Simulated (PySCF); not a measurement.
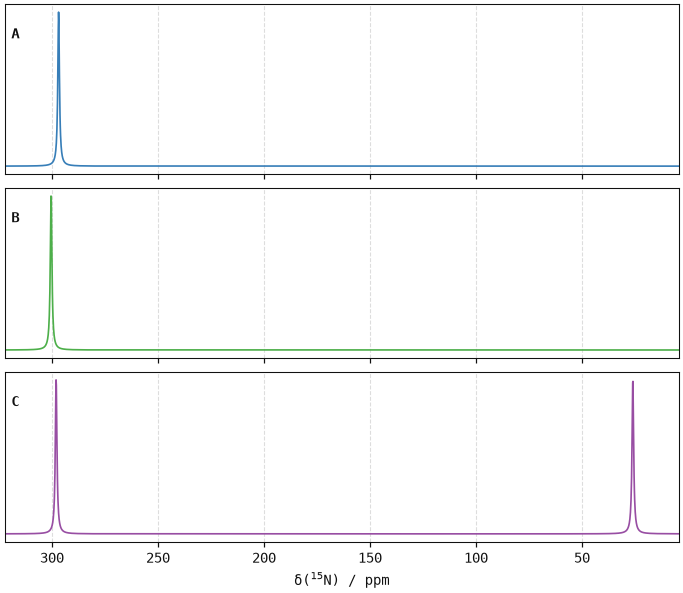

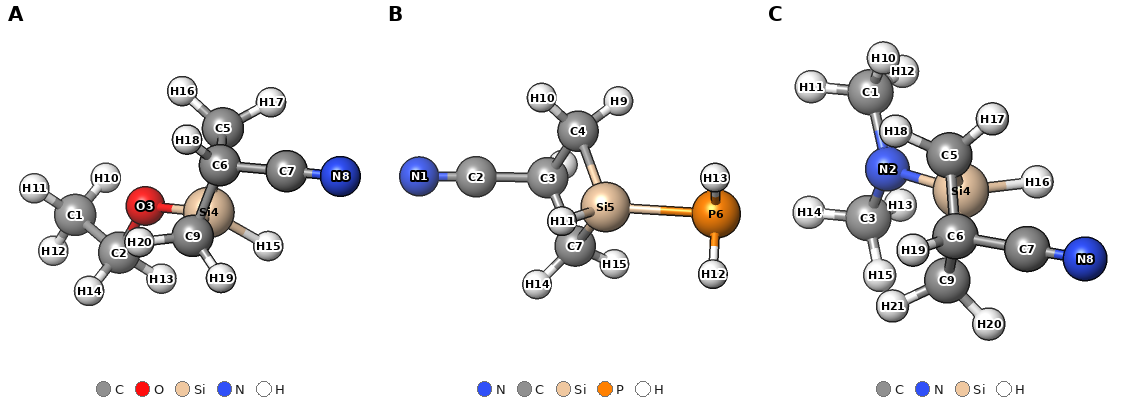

Related molecules: A is C₆H₁₁NOSi, SMILES CCO[Si@H]1C[C@H](C#N)C1; B is C₄H₈NPSi, SMILES N#C[C@H]1C[Si@H](P)C1; C is C₆H₁₂N₂Si, SMILES CN(C)[Si@H]1C[C@H](C#N)C1. GIAO ¹⁵N shifts against NH₃ (¹⁵N: a single molecule, while the usual scales start at liquid NH₃ or nitromethane; multiply bonded nitrogen can come out tens of ppm too deshielded), PBE0/pcSseg-1 with PySCF, at a GFN2-xTB geometry (no frequency check); fully decoupled, line heights follow the number of nuclei within a panel, widths are arbitrary (no quadrupolar broadening); values of one conformer, averaged over nuclei that symmetry, rotation about single bonds, ring flips or inversion at nitrogen exchange, these motions taken as fast; other conformers aren't averaged in.

Assign the ¹⁵N signals of each molecule.

A: 296.8 (N8)
B: 300.4 (N1)
C: 298.0 (N8); 26.0 (N2)

Limits of at least one run: the tight-binding geometry is rougher than a DFT one and adds to the error.
